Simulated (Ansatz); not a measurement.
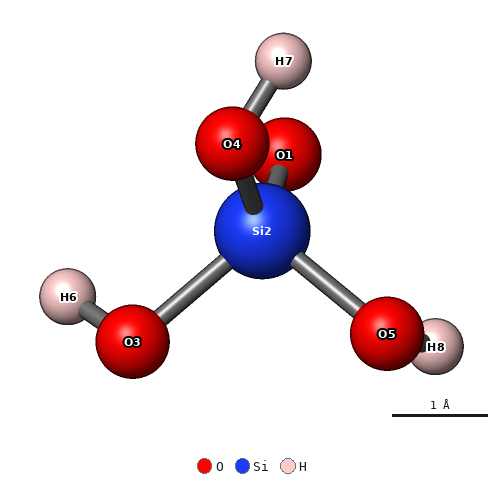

*The input geometry (ball-and-stick view, seen at a tilt; atoms are numbered from 1 in the order of the input).*

## Run report: SiH3O4 (charge −1), molecular dynamics (part 1 of 4)

- system: SiH3O4, charge −1, SMILES [O-][Si](O)(O)O
- method: RKS PBE/STO-3G (Ansatz 0.2.0)

It belongs to a series of runs on one base structure; here: dynamics from the start. Figures and captions count atoms from 1; the log counts them from 0 in places.

## Input
```yaml
crystal:
  periodic: [false, false, false]
  atoms:
    - { symbol: O, position_ang: [-1.532147, 0.177015, 0.889143] }
    - { symbol: Si, position_ang: [-0.152641, 0.013527, 0.107762] }
    - { symbol: O, position_ang: [1.398049, 0.033304, 1.01946] }
    - { symbol: O, position_ang: [0.282118, 1.220042, -1.156447] }
    - { symbol: O, position_ang: [0.120075, -1.498946, -0.829576] }
    - { symbol: H, position_ang: [1.13274, 0.684556, 1.789184] }
    - { symbol: H, position_ang: [-0.676418, 1.482163, -1.472783] }
    - { symbol: H, position_ang: [-0.571787, -2.11167, -0.346724] }
total_charge: -1
basis:
  gaussian: { orbitals: STO-3G }
hamiltonian:
  xc: pbe
md:
  timestep: 1.0
  n_steps: 400
  ensemble: nve_milne
  temperature: 50.0
  initial_velocities: maxwell_boltzmann
  seed: 283915
  masses: [{ species: H, mass: 3.016 }]
scf:
  lower_state_search: "off"
```

Run as:
```bash
ansatz run input.yaml --threads 1 --pin off --max-ram 2048MiB --backend cpu --events-out ev --progress --plain --runs-dir out
```

## Log
```
Engine: ansatz 0.2.0, aarch64-unknown-linux-gnu
Functional definition: PBE
  parameter kappa = 0.804
  parameter beta = 0.06672455060314922
  exchange = pbe_x(kappa = kappa, mu = beta*pi^2/3)
  correlation = pbe_c(beta = beta)
these checks for a lower state are left out or cut short: stability, starts, cluster_reference, orbital_swaps, neighbouring_geometries, increment
464 factors; integrals over basis functions are off by at most 6.2e-6 eV
mean field evaluation 1: about -15886.7876 eV, gradient 3.8e1 eV
mean field evaluation 2: about -15789.8477 eV, gradient 1.9e2 eV
mean field evaluation 4: about -15892.1752 eV, gradient 1.2e1 eV
mean field evaluation 8: about -15892.5677 eV, gradient 2.5e-1 eV
mean field evaluation 16: about -15892.5680 eV, gradient 6.6e-6 eV
mean field -15892.56796769 eV, -584.0411004432 hartree, gradient 6.6e-6 eV, S^2 0.000000; 0 other end points of the search recorded, 0 dependent functions left out
the calculation of the forces begins
reference -15892.56798520 eV, -584.0411010866 hartree; 25, 25 occupied and 7, 7 virtual orbitals, 464 factors
md step     0: t =     0.00 fs  T =    50.0 K  F+E_penalty+E_count = -15892.56796769 eV  E_kin = 0.038778 eV  conserved = -15892.52918969 eV  (14 SCF iters)
these checks for a lower state are left out or cut short: stability, starts, cluster_reference, orbital_swaps, neighbouring_geometries, increment
464 factors; integrals over basis functions are off by at most 6.2e-6 eV
mean field -15892.56756094 eV, -584.0410854952 hartree, gradient 7.7e-6 eV, S^2 0.000000; 0 other end points of the search recorded, 0 dependent functions left out
the calculation of the forces begins
reference -15892.56757843 eV, -584.0410861381 hartree; 25, 25 occupied and 7, 7 virtual orbitals, 464 factors
md step     1: t =     1.00 fs  T =    49.5 K  F+E_penalty+E_count = -15892.56756094 eV  E_kin = 0.038381 eV  conserved = -15892.52918018 eV  (14 SCF iters)
[... from here on the SCF iterations and repeated set-up lines of each step are left out, up to the last step ...]
md step     2: t =     2.00 fs  T =    48.0 K  F+E_penalty+E_count = -15892.56642524 eV  E_kin = 0.037235 eV  conserved = -15892.52919029 eV  (14 SCF iters)
md step     3: t =     3.00 fs  T =    46.0 K  F+E_penalty+E_count = -15892.56484865 eV  E_kin = 0.035656 eV  conserved = -15892.52919245 eV  (14 SCF iters)
md step     4: t =     4.00 fs  T =    43.8 K  F+E_penalty+E_count = -15892.56312410 eV  E_kin = 0.033933 eV  conserved = -15892.52919148 eV  (14 SCF iters)
md step     5: t =     5.00 fs  T =    41.6 K  F+E_penalty+E_count = -15892.56142803 eV  E_kin = 0.032237 eV  conserved = -15892.52919149 eV  (14 SCF iters)
md step     6: t =     6.00 fs  T =    39.4 K  F+E_penalty+E_count = -15892.55978108 eV  E_kin = 0.030591 eV  conserved = -15892.52919029 eV  (15 SCF iters)
md step     7: t =     7.00 fs  T =    37.3 K  F+E_penalty+E_count = -15892.55811417 eV  E_kin = 0.028922 eV  conserved = -15892.52919211 eV  (15 SCF iters)
md step     8: t =     8.00 fs  T =    35.1 K  F+E_penalty+E_count = -15892.55639423 eV  E_kin = 0.027202 eV  conserved = -15892.52919213 eV  (15 SCF iters)
md step     9: t =     9.00 fs  T =    32.9 K  F+E_penalty+E_count = -15892.55470705 eV  E_kin = 0.025517 eV  conserved = -15892.52918968 eV  (15 SCF iters)
md step    10: t =    10.00 fs  T =    31.0 K  F+E_penalty+E_count = -15892.55325767 eV  E_kin = 0.024066 eV  conserved = -15892.52919216 eV  (15 SCF iters)
md step    11: t =    11.00 fs  T =    29.8 K  F+E_penalty+E_count = -15892.55227935 eV  E_kin = 0.023087 eV  conserved = -15892.52919225 eV  (14 SCF iters)
md step    12: t =    12.00 fs  T =    29.3 K  F+E_penalty+E_count = -15892.55191304 eV  E_kin = 0.022721 eV  conserved = -15892.52919170 eV  (13 SCF iters)
md step    13: t =    13.00 fs  T =    29.6 K  F+E_penalty+E_count = -15892.55212846 eV  E_kin = 0.022937 eV  conserved = -15892.52919113 eV  (13 SCF iters)
md step    14: t =    14.00 fs  T =    30.3 K  F+E_penalty+E_count = -15892.55272080 eV  E_kin = 0.023529 eV  conserved = -15892.52919134 eV  (14 SCF iters)
md step    15: t =    15.00 fs  T =    31.2 K  F+E_penalty+E_count = -15892.55340619 eV  E_kin = 0.024213 eV  conserved = -15892.52919306 eV  (14 SCF iters)
md step    16: t =    16.00 fs  T =    31.9 K  F+E_penalty+E_count = -15892.55395210 eV  E_kin = 0.024762 eV  conserved = -15892.52919019 eV  (14 SCF iters)
md step    17: t =    17.00 fs  T =    32.3 K  F+E_penalty+E_count = -15892.55427457 eV  E_kin = 0.025083 eV  conserved = -15892.52919110 eV  (14 SCF iters)
md step    18: t =    18.00 fs  T =    32.6 K  F+E_penalty+E_count = -15892.55444913 eV  E_kin = 0.025256 eV  conserved = -15892.52919289 eV  (13 SCF iters)
md step    19: t =    19.00 fs  T =    32.8 K  F+E_penalty+E_count = -15892.55461706 eV  E_kin = 0.025425 eV  conserved = -15892.52919160 eV  (13 SCF iters)
md step    20: t =    20.00 fs  T =    33.1 K  F+E_penalty+E_count = -15892.55485858 eV  E_kin = 0.025667 eV  conserved = -15892.52919195 eV  (14 SCF iters)
md step    21: t =    21.00 fs  T =    33.4 K  F+E_penalty+E_count = -15892.55510080 eV  E_kin = 0.025910 eV  conserved = -15892.52919107 eV  (14 SCF iters)
md step    22: t =    22.00 fs  T =    33.4 K  F+E_penalty+E_count = -15892.55513287 eV  E_kin = 0.025940 eV  conserved = -15892.52919294 eV  (15 SCF iters)
md step    23: t =    23.00 fs  T =    32.9 K  F+E_penalty+E_count = -15892.55472316 eV  E_kin = 0.025531 eV  conserved = -15892.52919184 eV  (15 SCF iters)
md step    24: t =    24.00 fs  T =    31.7 K  F+E_penalty+E_count = -15892.55375012 eV  E_kin = 0.024560 eV  conserved = -15892.52918981 eV  (15 SCF iters)
md step    25: t =    25.00 fs  T =    29.8 K  F+E_penalty+E_count = -15892.55227880 eV  E_kin = 0.023086 eV  conserved = -15892.52919256 eV  (15 SCF iters)
md step    26: t =    26.00 fs  T =    27.5 K  F+E_penalty+E_count = -15892.55053119 eV  E_kin = 0.021339 eV  conserved = -15892.52919191 eV  (15 SCF iters)
md step    27: t =    27.00 fs  T =    25.3 K  F+E_penalty+E_count = -15892.54877509 eV  E_kin = 0.019584 eV  conserved = -15892.52919140 eV  (14 SCF iters)
md step    28: t =    28.00 fs  T =    23.2 K  F+E_penalty+E_count = -15892.54720250 eV  E_kin = 0.018011 eV  conserved = -15892.52919122 eV  (15 SCF iters)
md step    29: t =    29.00 fs  T =    21.5 K  F+E_penalty+E_count = -15892.54585207 eV  E_kin = 0.016660 eV  conserved = -15892.52919189 eV  (15 SCF iters)
md step    30: t =    30.00 fs  T =    19.9 K  F+E_penalty+E_count = -15892.54463865 eV  E_kin = 0.015445 eV  conserved = -15892.52919322 eV  (15 SCF iters)
md step    31: t =    31.00 fs  T =    18.4 K  F+E_penalty+E_count = -15892.54345313 eV  E_kin = 0.014264 eV  conserved = -15892.52918948 eV  (14 SCF iters)
md step    32: t =    32.00 fs  T =    16.9 K  F+E_penalty+E_count = -15892.54227997 eV  E_kin = 0.013088 eV  conserved = -15892.52919161 eV  (14 SCF iters)
md step    33: t =    33.00 fs  T =    15.6 K  F+E_penalty+E_count = -15892.54126405 eV  E_kin = 0.012070 eV  conserved = -15892.52919362 eV  (14 SCF iters)
md step    34: t =    34.00 fs  T =    14.8 K  F+E_penalty+E_count = -15892.54066586 eV  E_kin = 0.011475 eV  conserved = -15892.52919066 eV  (14 SCF iters)
md step    35: t =    35.00 fs  T =    14.9 K  F+E_penalty+E_count = -15892.54073600 eV  E_kin = 0.011544 eV  conserved = -15892.52919187 eV  (14 SCF iters)
md step    36: t =    36.00 fs  T =    16.0 K  F+E_penalty+E_count = -15892.54156628 eV  E_kin = 0.012374 eV  conserved = -15892.52919244 eV  (15 SCF iters)
md step    37: t =    37.00 fs  T =    17.8 K  F+E_penalty+E_count = -15892.54302266 eV  E_kin = 0.013830 eV  conserved = -15892.52919283 eV  (14 SCF iters)
md step    38: t =    38.00 fs  T =    20.1 K  F+E_penalty+E_count = -15892.54480415 eV  E_kin = 0.015613 eV  conserved = -15892.52919096 eV  (14 SCF iters)
md step    39: t =    39.00 fs  T =    22.4 K  F+E_penalty+E_count = -15892.54657837 eV  E_kin = 0.017388 eV  conserved = -15892.52919049 eV  (14 SCF iters)
md step    40: t =    40.00 fs  T =    24.4 K  F+E_penalty+E_count = -15892.54812491 eV  E_kin = 0.018932 eV  conserved = -15892.52919309 eV  (14 SCF iters)
md step    41: t =    41.00 fs  T =    26.1 K  F+E_penalty+E_count = -15892.54939503 eV  E_kin = 0.020204 eV  conserved = -15892.52919116 eV  (14 SCF iters)
md step    42: t =    42.00 fs  T =    27.4 K  F+E_penalty+E_count = -15892.55046689 eV  E_kin = 0.021276 eV  conserved = -15892.52919134 eV  (14 SCF iters)
md step    43: t =    43.00 fs  T =    28.7 K  F+E_penalty+E_count = -15892.55143531 eV  E_kin = 0.022243 eV  conserved = -15892.52919189 eV  (15 SCF iters)
md step    44: t =    44.00 fs  T =    29.8 K  F+E_penalty+E_count = -15892.55230026 eV  E_kin = 0.023108 eV  conserved = -15892.52919215 eV  (15 SCF iters)
md step    45: t =    45.00 fs  T =    30.6 K  F+E_penalty+E_count = -15892.55293778 eV  E_kin = 0.023745 eV  conserved = -15892.52919255 eV  (15 SCF iters)
md step    46: t =    46.00 fs  T =    30.9 K  F+E_penalty+E_count = -15892.55315401 eV  E_kin = 0.023965 eV  conserved = -15892.52918942 eV  (15 SCF iters)
md step    47: t =    47.00 fs  T =    30.4 K  F+E_penalty+E_count = -15892.55280157 eV  E_kin = 0.023609 eV  conserved = -15892.52919220 eV  (15 SCF iters)
md step    48: t =    48.00 fs  T =    29.3 K  F+E_penalty+E_count = -15892.55189889 eV  E_kin = 0.022706 eV  conserved = -15892.52919329 eV  (15 SCF iters)
md step    49: t =    49.00 fs  T =    27.7 K  F+E_penalty+E_count = -15892.55066188 eV  E_kin = 0.021472 eV  conserved = -15892.52919000 eV  (15 SCF iters)
md step    50: t =    50.00 fs  T =    26.1 K  F+E_penalty+E_count = -15892.54943730 eV  E_kin = 0.020245 eV  conserved = -15892.52919246 eV  (15 SCF iters)
md step    51: t =    51.00 fs  T =    25.0 K  F+E_penalty+E_count = -15892.54854994 eV  E_kin = 0.019357 eV  conserved = -15892.52919307 eV  (15 SCF iters)
md step    52: t =    52.00 fs  T =    24.5 K  F+E_penalty+E_count = -15892.54816546 eV  E_kin = 0.018973 eV  conserved = -15892.52919245 eV  (15 SCF iters)
md step    53: t =    53.00 fs  T =    24.6 K  F+E_penalty+E_count = -15892.54824782 eV  E_kin = 0.019057 eV  conserved = -15892.52919126 eV  (15 SCF iters)
md step    54: t =    54.00 fs  T =    25.1 K  F+E_penalty+E_count = -15892.54862144 eV  E_kin = 0.019430 eV  conserved = -15892.52919174 eV  (15 SCF iters)
md step    55: t =    55.00 fs  T =    25.7 K  F+E_penalty+E_count = -15892.54911159 eV  E_kin = 0.019918 eV  conserved = -15892.52919353 eV  (15 SCF iters)
md step    56: t =    56.00 fs  T =    26.4 K  F+E_penalty+E_count = -15892.54965615 eV  E_kin = 0.020465 eV  conserved = -15892.52919078 eV  (15 SCF iters)
md step    57: t =    57.00 fs  T =    27.3 K  F+E_penalty+E_count = -15892.55032942 eV  E_kin = 0.021138 eV  conserved = -15892.52919178 eV  (15 SCF iters)
md step    58: t =    58.00 fs  T =    28.5 K  F+E_penalty+E_count = -15892.55127181 eV  E_kin = 0.022079 eV  conserved = -15892.52919306 eV  (15 SCF iters)
md step    59: t =    59.00 fs  T =    30.1 K  F+E_penalty+E_count = -15892.55256990 eV  E_kin = 0.023377 eV  conserved = -15892.52919240 eV  (15 SCF iters)
md step    60: t =    60.00 fs  T =    32.2 K  F+E_penalty+E_count = -15892.55417207 eV  E_kin = 0.024980 eV  conserved = -15892.52919239 eV  (15 SCF iters)
md step    61: t =    61.00 fs  T =    34.4 K  F+E_penalty+E_count = -15892.55587357 eV  E_kin = 0.026683 eV  conserved = -15892.52919099 eV  (14 SCF iters)
md step    62: t =    62.00 fs  T =    36.4 K  F+E_penalty+E_count = -15892.55739413 eV  E_kin = 0.028201 eV  conserved = -15892.52919338 eV  (15 SCF iters)
md step    63: t =    63.00 fs  T =    37.8 K  F+E_penalty+E_count = -15892.55850705 eV  E_kin = 0.029315 eV  conserved = -15892.52919233 eV  (15 SCF iters)
md step    64: t =    64.00 fs  T =    38.6 K  F+E_penalty+E_count = -15892.55913634 eV  E_kin = 0.029946 eV  conserved = -15892.52919047 eV  (15 SCF iters)
md step    65: t =    65.00 fs  T =    38.9 K  F+E_penalty+E_count = -15892.55937746 eV  E_kin = 0.030184 eV  conserved = -15892.52919325 eV  (15 SCF iters)
md step    66: t =    66.00 fs  T =    39.0 K  F+E_penalty+E_count = -15892.55941235 eV  E_kin = 0.030220 eV  conserved = -15892.52919243 eV  (15 SCF iters)
md step    67: t =    67.00 fs  T =    38.9 K  F+E_penalty+E_count = -15892.55937864 eV  E_kin = 0.030186 eV  conserved = -15892.52919243 eV  (15 SCF iters)
md step    68: t =    68.00 fs  T =    38.8 K  F+E_penalty+E_count = -15892.55927504 eV  E_kin = 0.030083 eV  conserved = -15892.52919181 eV  (15 SCF iters)
md step    69: t =    69.00 fs  T =    38.4 K  F+E_penalty+E_count = -15892.55895662 eV  E_kin = 0.029765 eV  conserved = -15892.52919200 eV  (15 SCF iters)
md step    70: t =    70.00 fs  T =    37.5 K  F+E_penalty+E_count = -15892.55824226 eV  E_kin = 0.029049 eV  conserved = -15892.52919371 eV  (15 SCF iters)
md step    71: t =    71.00 fs  T =    35.9 K  F+E_penalty+E_count = -15892.55704694 eV  E_kin = 0.027856 eV  conserved = -15892.52919067 eV  (15 SCF iters)
md step    72: t =    72.00 fs  T =    33.9 K  F+E_penalty+E_count = -15892.55546352 eV  E_kin = 0.026272 eV  conserved = -15892.52919186 eV  (15 SCF iters)
md step    73: t =    73.00 fs  T =    31.7 K  F+E_penalty+E_count = -15892.55374524 eV  E_kin = 0.024552 eV  conserved = -15892.52919356 eV  (15 SCF iters)
md step    74: t =    74.00 fs  T =    29.7 K  F+E_penalty+E_count = -15892.55219590 eV  E_kin = 0.023004 eV  conserved = -15892.52919222 eV  (15 SCF iters)
md step    75: t =    75.00 fs  T =    28.2 K  F+E_penalty+E_count = -15892.55104410 eV  E_kin = 0.021852 eV  conserved = -15892.52919211 eV  (14 SCF iters)
md step    76: t =    76.00 fs  T =    27.3 K  F+E_penalty+E_count = -15892.55035267 eV  E_kin = 0.021161 eV  conserved = -15892.52919178 eV  (14 SCF iters)
md step    77: t =    77.00 fs  T =    26.9 K  F+E_penalty+E_count = -15892.55002518 eV  E_kin = 0.020831 eV  conserved = -15892.52919385 eV  (14 SCF iters)
md step    78: t =    78.00 fs  T =    26.7 K  F+E_penalty+E_count = -15892.54990038 eV  E_kin = 0.020708 eV  conserved = -15892.52919188 eV  (14 SCF iters)
md step    79: t =    79.00 fs  T =    26.7 K  F+E_penalty+E_count = -15892.54986847 eV  E_kin = 0.020678 eV  conserved = -15892.52919068 eV  (14 SCF iters)
md step    80: t =    80.00 fs  T =    26.8 K  F+E_penalty+E_count = -15892.54995139 eV  E_kin = 0.020757 eV  conserved = -15892.52919405 eV  (14 SCF iters)
md step    81: t =    81.00 fs  T =    27.2 K  F+E_penalty+E_count = -15892.55028234 eV  E_kin = 0.021090 eV  conserved = -15892.52919281 eV  (14 SCF iters)
md step    82: t =    82.00 fs  T =    28.1 K  F+E_penalty+E_count = -15892.55099921 eV  E_kin = 0.021807 eV  conserved = -15892.52919201 eV  (14 SCF iters)
md step    83: t =    83.00 fs  T =    29.6 K  F+E_penalty+E_count = -15892.55211313 eV  E_kin = 0.022921 eV  conserved = -15892.52919236 eV  (14 SCF iters)
md step    84: t =    84.00 fs  T =    31.3 K  F+E_penalty+E_count = -15892.55343757 eV  E_kin = 0.024244 eV  conserved = -15892.52919354 eV  (14 SCF iters)
md step    85: t =    85.00 fs  T =    32.8 K  F+E_penalty+E_count = -15892.55464634 eV  E_kin = 0.025453 eV  conserved = -15892.52919293 eV  (14 SCF iters)
md step    86: t =    86.00 fs  T =    33.8 K  F+E_penalty+E_count = -15892.55540860 eV  E_kin = 0.026218 eV  conserved = -15892.52919012 eV  (14 SCF iters)
md step    87: t =    87.00 fs  T =    34.0 K  F+E_penalty+E_count = -15892.55553482 eV  E_kin = 0.026341 eV  conserved = -15892.52919352 eV  (14 SCF iters)
md step    88: t =    88.00 fs  T =    33.3 K  F+E_penalty+E_count = -15892.55504721 eV  E_kin = 0.025854 eV  conserved = -15892.52919301 eV  (14 SCF iters)
md step    89: t =    89.00 fs  T =    32.2 K  F+E_penalty+E_count = -15892.55413518 eV  E_kin = 0.024944 eV  conserved = -15892.52919120 eV  (14 SCF iters)
md step    90: t =    90.00 fs  T =    30.8 K  F+E_penalty+E_count = -15892.55304225 eV  E_kin = 0.023849 eV  conserved = -15892.52919326 eV  (14 SCF iters)
md step    91: t =    91.00 fs  T =    29.3 K  F+E_penalty+E_count = -15892.55193525 eV  E_kin = 0.022743 eV  conserved = -15892.52919195 eV  (14 SCF iters)
md step    92: t =    92.00 fs  T =    27.9 K  F+E_penalty+E_count = -15892.55084475 eV  E_kin = 0.021652 eV  conserved = -15892.52919317 eV  (14 SCF iters)
md step    93: t =    93.00 fs  T =    26.4 K  F+E_penalty+E_count = -15892.54969530 eV  E_kin = 0.020504 eV  conserved = -15892.52919172 eV  (14 SCF iters)
```
